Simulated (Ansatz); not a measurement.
## Electronic structure of FH6NSi2 in real space

```xyz
10

F     0.1521    2.5781   -1.7794
N    -0.6371   -0.0963   -1.4470
Si    0.4816    1.1416   -1.0630
Si    2.5930    0.4860   -1.8258
H    -0.6414   -0.5390   -2.3586
H    -1.5511   -0.1383   -1.0101
H     0.3890    1.3903    0.4024
H     3.0953   -0.6684   -1.0182
H     2.4884    0.0521   -3.2553
H     3.5799    1.6046   -1.7373
```

Geometry: PBE0-D3(BJ)/def2-SVP.

Theory: isolated molecule in a Gaussian basis; Kohn-Sham density functional theory, functional PBE0 in Ansatz.

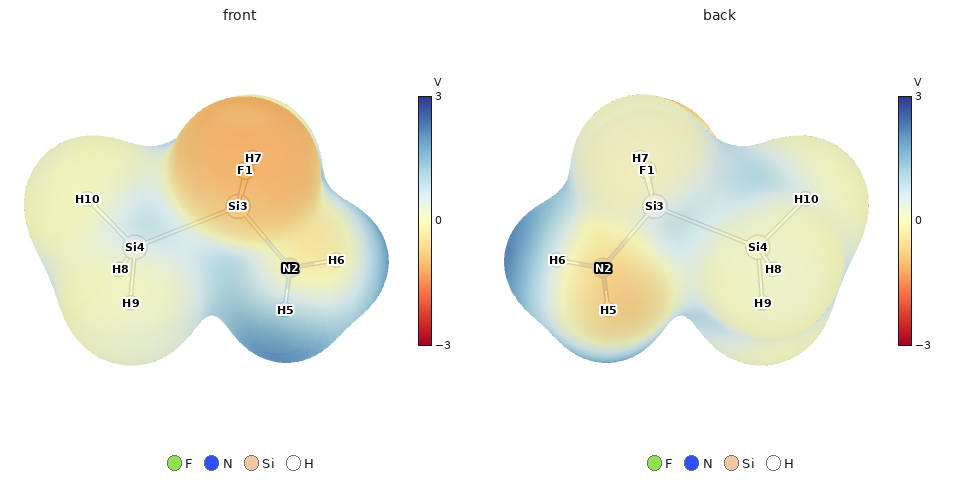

Figure 1. The electrostatic potential painted on the density surface at 0.002 e/bohr³, seen from the front and from behind; the colour scale runs from red (negative) to blue (positive).

**Where is the surface potential most negative and most positive?**

The most negative region (about −1.2 V, or −28 kcal/mol for a unit charge) lies over F1, the most positive (about +2.1 V, or +48 kcal/mol for a unit charge) over H5 and H6.

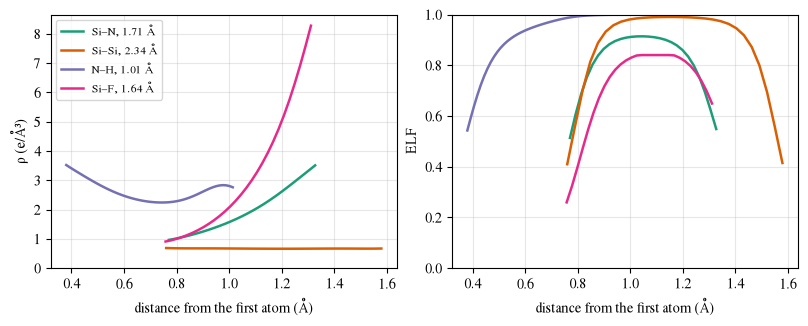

Figure 2. Electron density and ELF along straight lines between neighbouring atoms. The curves leave out the atomic cores.

**What can be read from the curves?**

Si–N (1.71 Å): ρ is about 1.1 e/Å³ halfway; the ELF peaks at about 0.90 between the atoms (a shared but strongly polarised pair).
Si–Si (2.34 Å): the density is about 0.66 e/Å³ at the midpoint; the ELF peaks at about 1 between the atoms (a covalent bond).
N–H (1.01 Å): the density is about 2.8 e/Å³ at the midpoint; the ELF climbs to about 1 towards the hydrogen, as it does in any bond to H; a covalent bond by its length.
Si–F (1.64 Å): the density is about 1.1 e/Å³ at the midpoint; the ELF peaks at about 0.85 in the valence shell of F, 0.6 Å from its nucleus, and is about 0.45 at the midpoint.

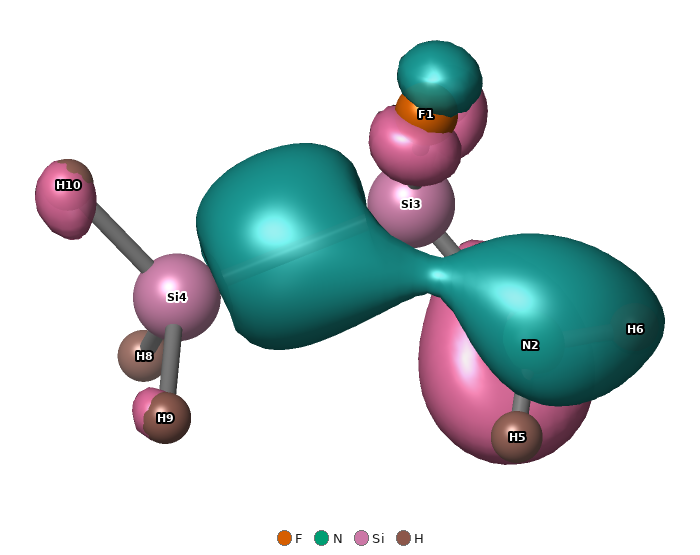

Figure 3. One frontier orbital at ±0.15 Å⁻³ᐟ² (teal and pink are the two phases), seen across its widest extent.

**Which orbital is it: HOMO or LUMO?**

The HOMO, at −8.10 eV. It lies mainly on N2 (about 40 %), Si3 (about 20 %) and Si4 (about 15 %).
